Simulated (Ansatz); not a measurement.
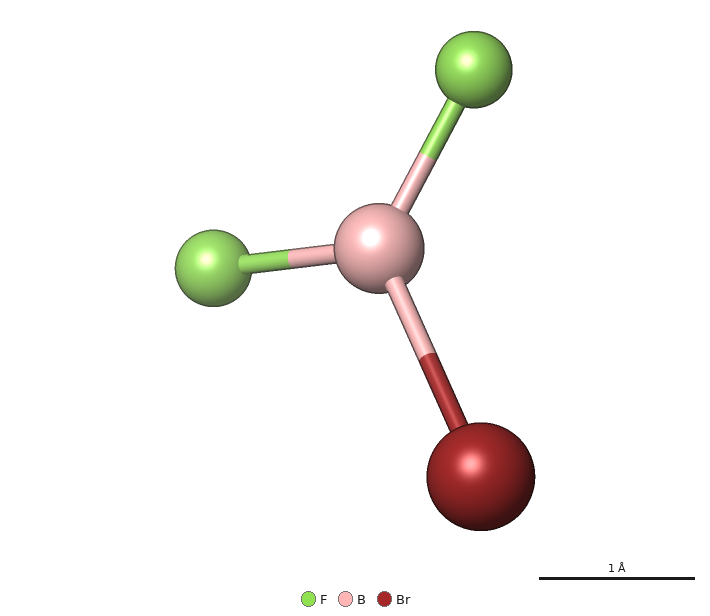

The picture shows a molecular structure as a ball-and-stick model. Every bond is drawn as one stick, whatever its order.

The geometry was computed by an optimisation with PBE0-D4/def2-TZVP.

Question: Which formula does it have?

Answer: BBrF₂, 4 atoms: 1 boron, 1 bromine and 2 fluorine.

Question: How many sets of symmetry-equivalent atoms are there?

Answer: 3: 2 F, 1 B, 1 Br.

The parts below concern this one geometry. Atoms keep their numbers from picture to picture.

### Shape

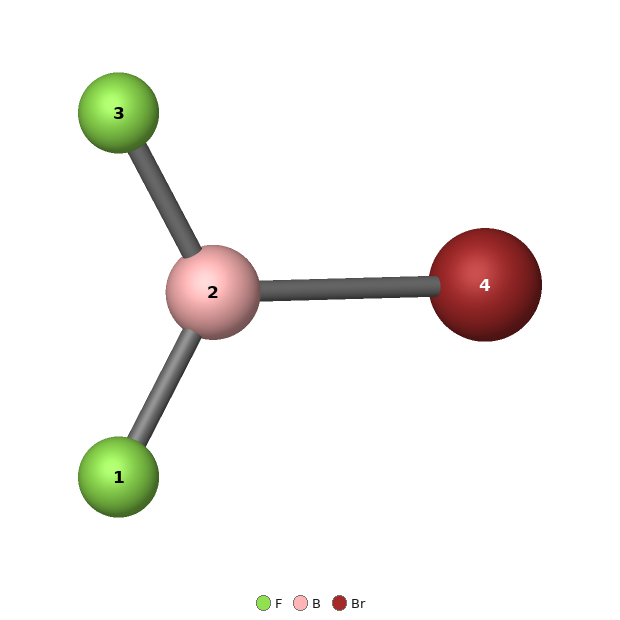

The atoms are numbered.

Question: Describe the coordination of atom 2.

Answer: B2 has 3 neighbours (F1 at 1.31, F3 at 1.31, Br4 at 1.90 Å); the arrangement is trigonal planar.

### Thermal motion

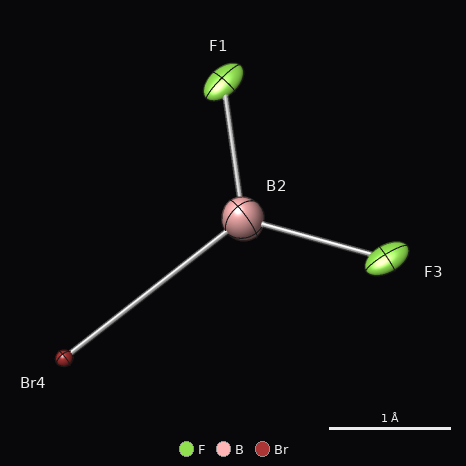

Displacement ellipsoids at the 50 % level, enlarged 3 times, from the internal vibrations of the free molecule (harmonic, no overall translation or rotation; no half-axis is drawn under 0.075 Å). Vibrations computed with RKS PBE0-D4/def2-TZVP (Ansatz 0.2.0). Temperature: 0 K (zero-point motion alone).

Question: Which atom moves most?

Answer: B2, with U_eq = 0.0018 Å².

List U_eq and the three principal root-mean-square amplitudes for each kind of atom.

```
  atom  U_eq (Å²)   rms amplitudes (Å)
F1, F3    0.00094  0.010, 0.028, 0.044
    B2     0.0018  0.038, 0.039, 0.048
   Br4    0.00009  0.002, 0.008, 0.014
```

### Vibrations

Harmonic vibrations computed with RKS PBE0-D4/def2-TZVP (Ansatz 0.2.0) at a stationary point of the same level.

Question: How many vibrational modes are there, and where do they lie?

Answer: 6 modes: 295, 352, 571, 635, 1229, 1458 cm⁻¹.

### Levels of theory compared

Program: Ansatz 0.2.0.

At this fixed geometry, give vertical IP (eV), dipole (D) at these levels: B3LYP-D4/def2-TZVPP; PBE-D4/def2-TZVPP; r2SCAN-D4/def2-TZVPP; ωB97M-V/def2-TZVPP.

| level | vertical IP (eV) | dipole (D) |
| --- | --- | --- |
| B3LYP-D4/def2-TZVPP | 11.84 | 0.29 |
| PBE-D4/def2-TZVPP | 11.60 | 0.23 |
| r2SCAN-D4/def2-TZVPP | 11.77 | 0.20 |
| ωB97M-V/def2-TZVPP | 11.78 | 0.22 |
